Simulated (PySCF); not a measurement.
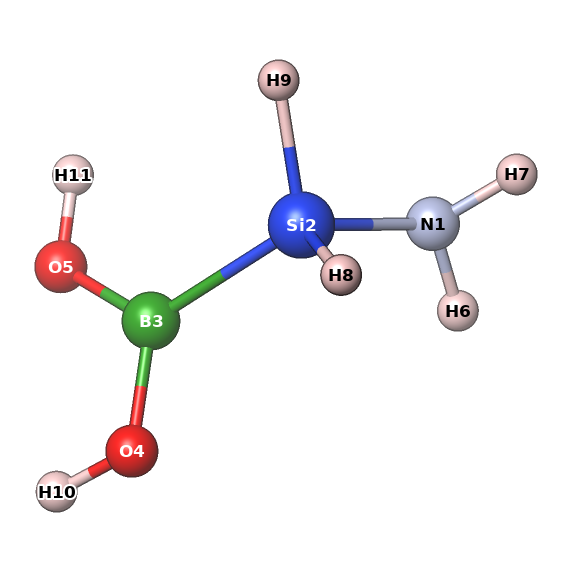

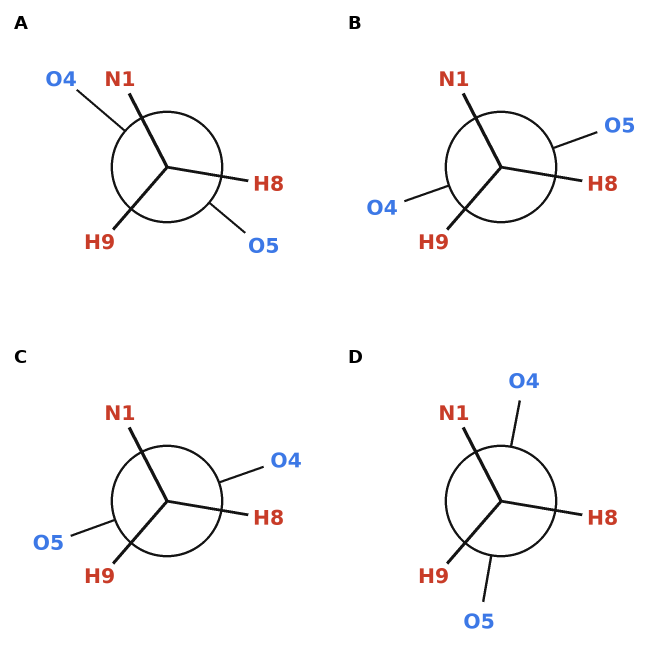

Depth is shown by fading: the farther an atom, the more it takes the colour of the background. Bonds that would overlap in a projection are set slightly apart. The computed structure is the end point of a GFN2-xTB optimisation. No frequency run is at hand to confirm it as a minimum.

Q: Which Newman projection shows the view along Si2–B3, with Si2 in front?

A: C. The torsion angle N1–Si2–B3–O4 is 98°, about perpendicular.
